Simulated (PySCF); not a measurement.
# C₅H₁₂SSi: electronic excitations

What electronic excitations should C₅H₁₂SSi (`CS[SiH2]C1CCC1`) show?

Computed with PySCF 2.14.0, with density-fitted response routines of our own, on a single molecule in the gas phase. Atoms count from 0, in the outputs and in this text.

### 1 The molecule as given

19 atoms, charge 0, multiplicity 1; geometry from: GFN2-xTB.

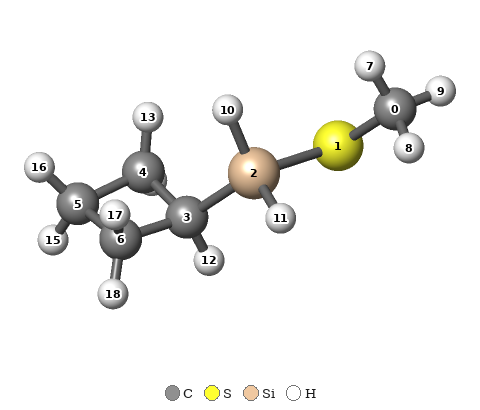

As it starts; carbon grey, sulfur yellow, silicon light orange, hydrogen white, atoms numbered.

### 2 TDDFT and polarisability: PBE0/def2-SVPD

Job settings and geometry (Å):

```
{"job": {"kind": "uv", "xc": "PBE0", "basis": "def2-SVPD", "nstates": 8, "ntriplets": 3}, "charge": 0, "multiplicity": 1}
C      3.783580     0.426499     0.373602
S      2.253522     1.127847    -0.313393
Si     0.912808    -0.481415     0.147101
C     -0.785378    -0.037151    -0.539739
C     -1.602109     1.037410     0.209045
C     -2.799822     0.079453     0.256613
C     -1.908433    -1.054717    -0.266108
H      3.651196     0.225447     1.431807
H      4.035326    -0.486923    -0.155924
H      4.563129     1.166899     0.230281
H      0.888373    -0.634896     1.604155
H      1.452447    -1.699686    -0.461164
H     -0.723837     0.198532    -1.603352
H     -1.208371     1.278621     1.194877
H     -1.758787     1.965826    -0.335806
H     -3.593388     0.352827    -0.436365
H     -3.235785    -0.082165     1.240709
H     -1.652098    -1.783063     0.501274
H     -2.282178    -1.590094    -1.137073
```

With the program's defaults for keys left out, this is: TDDFT PBE0/def2-SVPD, vertical, gas phase, core orbitals frozen in the response.

The run is started by

```
OMP_NUM_THREADS=1 python probes_run.py task.json out
```

The driver reads the jobs from task.json and runs them one after another.

What it wrote:

```text
coarse grid: 16120 points
cycle   1  E = -884.4507113069  dE =  5.557e-01  |g| = 3.684e-01  |ddm| = 5.991e+00
cycle   2  E = -884.4393237294  dE =  1.139e-02  |g| = 4.342e-01  |ddm| = 1.417e+00
cycle   3  E = -884.4906151114  dE = -5.129e-02  |g| = 4.640e-02  |ddm| = 7.391e-01
cycle   4  E = -884.4910891575  dE = -4.740e-04  |g| = 1.730e-02  |ddm| = 1.708e-01
cycle   5  E = -884.4911648404  dE = -7.568e-05  |g| = 5.393e-03  |ddm| = 4.378e-02
cycle   6  E = -884.4911729110  dE = -8.071e-06  |g| = 1.298e-03  |ddm| = 1.358e-02
final grid: 144176 points
cycle   7  E = -884.5934111245  dE = -3.537e-05  |g| = 1.012e-02  |ddm| = 1.515e-01
cycle   8  E = -884.5933917860  dE =  1.934e-05  |g| = 1.322e-02  |ddm| = 3.681e-02
cycle   9  E = -884.5934381898  dE = -4.640e-05  |g| = 4.725e-04  |ddm| = 2.121e-02
cycle  10  E = -884.5934382491  dE = -5.929e-08  |g| = 1.156e-04  |ddm| = 2.100e-03
cycle  11  E = -884.5934382524  dE = -3.356e-09  |g| = 4.854e-05  |ddm| = 3.728e-04
cycle  12  E = -884.5934382530  dE = -6.153e-10  |g| = 1.006e-05  |ddm| = 1.165e-04
converged SCF energy = -884.5934382530

Static polarisability (au): isotropic 105.894, principal 87.206 97.367 133.107

Singlet excitations
state   eV       nm        f      main configurations
  1   5.4032    229.5   0.00304   H->L 0.93
  2   5.9603    208.0   0.01486   H->L+1 0.93
  3   6.3711    194.6   0.00109   H->L+2 0.88
  4   6.7341    184.1   0.00957   H->L+3 0.68, H->L+5 0.18
  5   6.8269    181.6   0.00301   H->L+5 0.60, H->L+4 0.20
  6   6.9807    177.6   0.00819   H-1->L 0.92
  7   7.0325    176.3   0.02721   H->L+4 0.67, H->L+6 0.10, H->L+5 0.10
  8   7.1536    173.3   0.01618   H->L+6 0.73

Triplet excitations (Tamm-Dancoff, eV): 5.0705 5.5994 6.0762
```

Wall time 52 s (1 thread of Intel Xeon Platinum 8375C at 2.90GHz, shared host); peak memory 0.98 GiB.

Frontier orbitals and where they lie:

```
orbital     eV                       atoms
 HOMO−3  -8.78   C4 18 %, C3 17 %, C6 16 %
 HOMO−2  -8.38   S1 49 %, Si2 15 %, C0 8 %
 HOMO−1  -7.91  C3 24 %, Si2 16 %, C5 11 %
   HOMO  -6.64   S1 71 %, C0 10 %, Si2 9 %
   LUMO   0.16   S1 30 %, Si2 20 %, C0 9 %
 LUMO+1   0.62   S1 27 %, Si2 21 %, C0 8 %
 LUMO+2   0.76   S1 21 %, Si2 14 %, C0 9 %
```

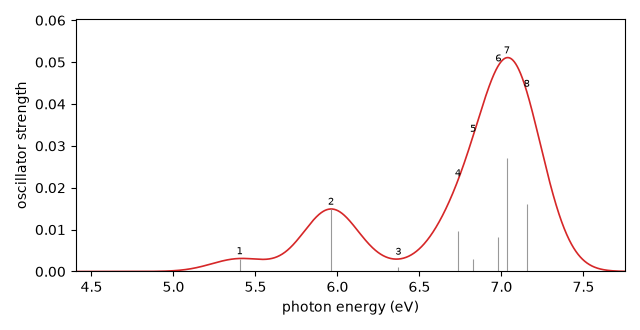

Absorption spectrum from the 8 singlet states computed; above the last one it falls off for lack of states. Lines are broadened to a width of 0.40 eV (Gaussian).

Further results of this job:

```csv
property,computed
dipole moment (D),1.14
polarisability (Å³),15.69
HOMO–LUMO gap (eV),6.80
−ε(HOMO) (eV),6.64
```

### 3 Outcome

```
                                quantity                        value
         lowest singlet (PBE0/def2-SVPD)  5.40 eV (229 nm), f = 0.003
brightest single state of those computed  state 7, 7.03 eV, f = 0.027
                          lowest triplet                      5.07 eV
```

The first singlet state (HOMO→LUMO 0.93) lies at 5.40 eV and is weak; of the 8 states computed, the strongest absorption comes from state 7 at 7.03 eV. The lowest triplet lies 0.33 eV below the lowest singlet (triplets in Tamm-Dancoff, singlets in full TDDFT). States above −ε(HOMO) lie where TDDFT describes them poorly and they hang on the basis; the brightest is among them.
